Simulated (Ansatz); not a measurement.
Three curves of one kind of scan: energy against volume (even scaling of the relaxed cell, symmetry kept). These are r2SCAN (plane waves to 500 eV, PAW, scalar-relativistic; Ansatz, a first-principles code) values and carry that method's errors. Each is measured from its own zero (the relaxed starting cell). 

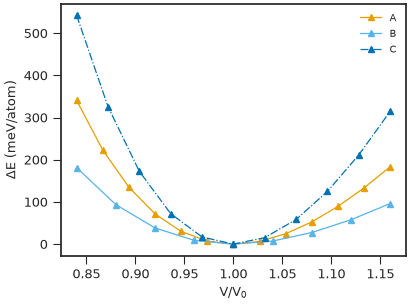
Curves A, B and C.

Task: Which curve belongs to the crystal with a fitted bulk modulus of 161 GPa and a relaxed volume of 19.00 Å³/atom?

Result: Curve A, SrIr$_{2}$ (cubic Laves, MgCu2 type): near the minimum ΔE ≈ ½·B₀·V₀·(V/V₀ − 1)², with B₀·V₀ = 19 eV/atom.

All were relaxed with their symmetry unable to fall. Spin-orbit coupling is left out. SrIr2 is run without spin polarisation. W is run without spin polarisation.

(Under strain, the slope of the energy per volume gives the stress and its curvature an elastic modulus.)
